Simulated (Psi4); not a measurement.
## Geometry relaxation, with input and output: TiH₄ (part 4 of 4)

The same run, continued: TiH₄, SMILES [H][Ti]([H])([H])[H]; B3LYP/3-21G, RKS (Psi4 1.11). The geometry comes from this level: GFN2-xTB.

Geometry of the input (Å):
```
Ti -0.0000  -0.0002  -0.0001
H  0.0110  -0.0168  1.7310
H  1.6289  0.0104  -0.5863
H  -0.8243  1.4165  -0.5575
H  -0.8156  -1.4099  -0.5870
```

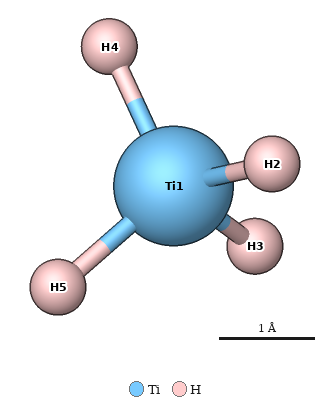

**Figure 1.** The geometry at step 2 of the log (ball-and-stick view, seen at a tilt; atoms are numbered from 1 in the order of the input).

Trajectory as extended XYZ (Å, eV, eV/Å), 4 frames, from step=0 to step=3:
```
5
Properties=species:S:1:pos:R:3:forces:R:3 step=0 energy=-23065.71864
Ti    0.0000   -0.0002   -0.0001    0.0002   0.0020   0.0013
H     0.0110   -0.0168    1.7310   -0.0045   0.0053  -0.6404
H     1.6289    0.0104   -0.5863   -0.6024  -0.0044   0.2159
H    -0.8243    1.4165   -0.5575    0.3048  -0.5240   0.2054
H    -0.8156   -1.4099   -0.5870    0.3021   0.5199   0.2173
5
Properties=species:S:1:pos:R:3:forces:R:3 step=1 energy=-23065.79268
Ti    0.0000   -0.0002   -0.0001    0.0000   0.0011   0.0003
H     0.0105   -0.0163    1.6672    0.0001  -0.0020   0.0899
H     1.5689    0.0100   -0.5648    0.0844   0.0003  -0.0314
H    -0.7938    1.3644   -0.5370   -0.0423   0.0735  -0.0292
H    -0.7855   -1.3582   -0.5653   -0.0418  -0.0736  -0.0303
5
Properties=species:S:1:pos:R:3:forces:R:3 step=2 energy=-23065.79394
Ti    0.0000   -0.0002   -0.0001    0.0001   0.0008   0.0003
H     0.0104   -0.0165    1.6751   -0.0005  -0.0009  -0.0103
H     1.5763    0.0100   -0.5676   -0.0100   0.0000   0.0023
H    -0.7975    1.3708   -0.5396    0.0051  -0.0082   0.0033
H    -0.7892   -1.3646   -0.5679    0.0049   0.0079   0.0034
5
Properties=species:S:1:pos:R:3:forces:R:3 step=3 energy=-23065.79407
Ti    0.0000   -0.0002   -0.0001    0.0004   0.0002   0.0007
H     0.0103   -0.0166    1.6742   -0.0005  -0.0008   0.0014
H     1.5754    0.0100   -0.5674    0.0013   0.0004  -0.0011
H    -0.7970    1.3701   -0.5393   -0.0003   0.0009  -0.0008
H    -0.7887   -1.3639   -0.5675   -0.0004  -0.0014   0.0001
```

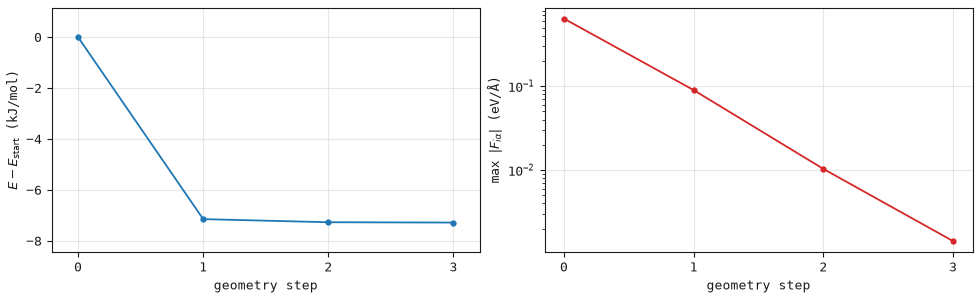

**Figure 2.** Progress of the relaxation, step by step (steps are counted from 0).

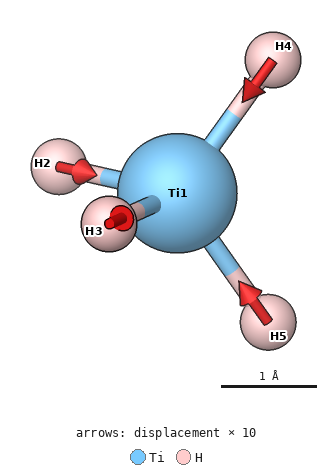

**Figure 3.** The starting structure with the displacements as red arrows, magnified 10 times (ball-and-stick view, seen at a tilt). The two geometries are laid on each other by the best rigid fit. Over 3 geometry steps the energy falls by 7.28 kJ/mol. Largest force component: 0.64 eV/Å at the start, 0.0014 eV/Å at the end. The largest moves after the best rigid fit, 0.057 Å, are those of H2, H3, H4 and H5. Ti stays in place. Among the contacts that change: Ti1–H2 1.731 → 1.674 Å. (Atoms are counted from 1 in the order of the input.)

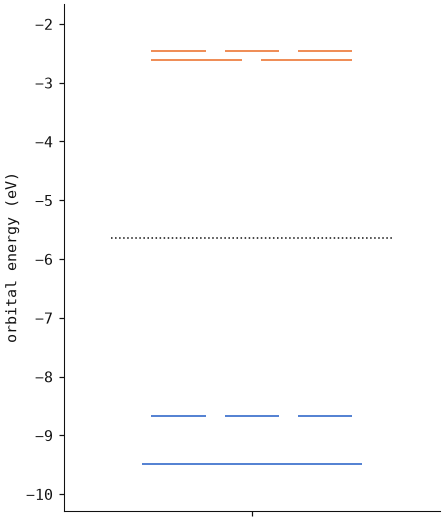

**Figure 4.** Orbital energies near the frontier; the dotted line parts filled from empty levels, and levels within 0.02 eV of each other stand side by side. Highest filled −8.67 eV, lowest empty −2.61 eV, 6.06 eV apart.

Summary:

| quantity | value |
| --- | --- |
| outcome | converged |
| total energy | −847.652298 hartree |
| basis functions | 37 |
| HOMO | −8.67 eV |
| LUMO | −2.61 eV |
| dipole moment | 0.00 D |
| wall time | 5.7 s |
| peak memory | 0.36 GiB |
